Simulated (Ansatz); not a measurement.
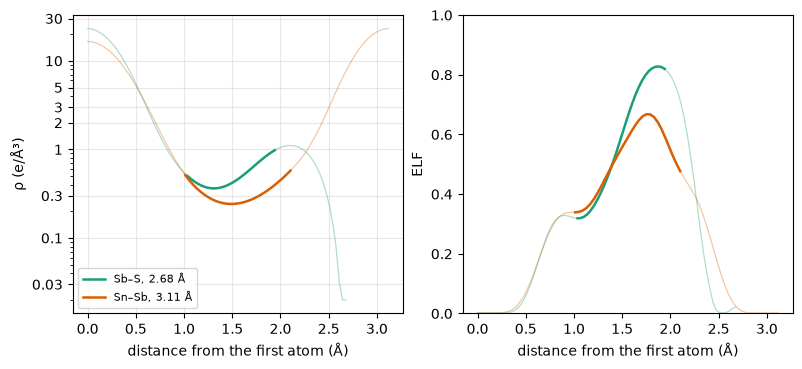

Figure 1: SnSbS. Valence pseudo-density and electron localisation function along straight lines between neighbouring atoms. Thin, pale parts lie inside the atomic spheres.

Space group P4/mmm; a structure generated by program, which may or may not match a known phase; computed without spin polarisation.

The calculation used DFT PBE, scalar-relativistic, plane waves, PAW (Ansatz).

In a PAW calculation such maps are meaningful between the atoms, not at the nuclei.

Input file:

```
crystal:
  lattice:
    - [3.808771603, 0.0, 0.0]
    - [0.0, 3.808771603, 0.0]
    - [0.0, 0.0, 6.1566336392]
  atoms:
    - { symbol: Sn, position: [0.0, 0.0, 0.5] }
    - { symbol: Sb, position: [0.0, 0.0, 0.0] }
    - { symbol: S, position: [0.5, 0.5, 0.0] }
basis:
  ecutwfc: 420
kpoints:
  mp_grid: { grid: [12, 12, 8] }
hamiltonian:
  xc: pbe
scf:
  occupations: { method: gaussian, width: 0.1 }
output:
  forces: true
  stress: true
  eigenvalues: true
  write_density: true
  write_potential: true
  elf: true
  volumetric_format: npy
relax:
  adjacent_minimum: "off"
  f_tol: 0.01
  max_steps: 80
  cell: { stress_tol: 0.05 }
```

Command:

```sh
ansatz run input.yaml --threads 1 --pin off --max-ram 2560MiB --backend cpu --events-out ev --progress --plain --runs-dir out
```

Below, planes, directions and counts refer to the conventional cell (a = 3.79 Å, b = 3.79 Å, c = 6.23 Å, α = 90.00°, β = 90.00°, γ = 90.00°).

The fields are those of the relaxed geometry.

What can be read from the curves?

Sb–S (2.68 Å): ρ at the midpoint is about 0.36 e/Å³; the ELF peaks at about 0.85 in the valence shell of S, 0.8 Å from its nucleus, and is about 0.45 at the midpoint.
Sn–Sb (3.11 Å): the density is about 0.25 e/Å³ at the midpoint; the ELF peaks at about 0.65 between the atoms.
